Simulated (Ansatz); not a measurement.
Response to strain in Ta

Base system: Ta in the bcc (W type) structure (space group Im-3m, No. 229; relaxed with 0.1 eV smearing).

```
Ta
1.0
   -1.65304     1.65304     1.65304
    1.65304    -1.65304     1.65304
    1.65304     1.65304    -1.65304
Ta
1
Cartesian
  0.00000   0.00000   0.00000
```

Cartesian axes are those of the cell as printed.

Strains are applied to the cell and any free atomic positions relax; under biaxial strain the out-of-plane vector relaxes too.

Level of theory: r2SCAN, PAW, 500 eV (Ansatz, a quantum-chemistry and plane-wave program; no spin-orbit coupling).

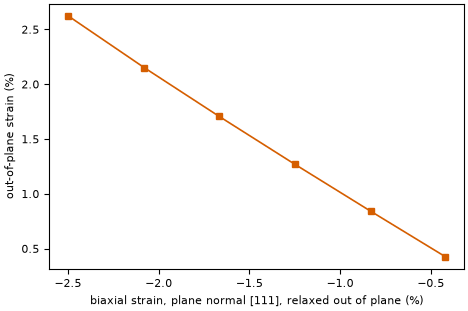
Figure. Out-of-plane strain against biaxial strain, plane normal [111], relaxed out of plane

```csv
"biaxial strain, plane normal [111], relaxed out of plane (%)",out-of-plane strain
-2.5,+2.62 %
-2.08,+2.15 %
-1.67,+1.71 %
-1.25,+1.27 %
-0.83,+0.84 %
-0.42,+0.43 %
```

No phonon test of stability was made. The final runs are not spin-polarised.
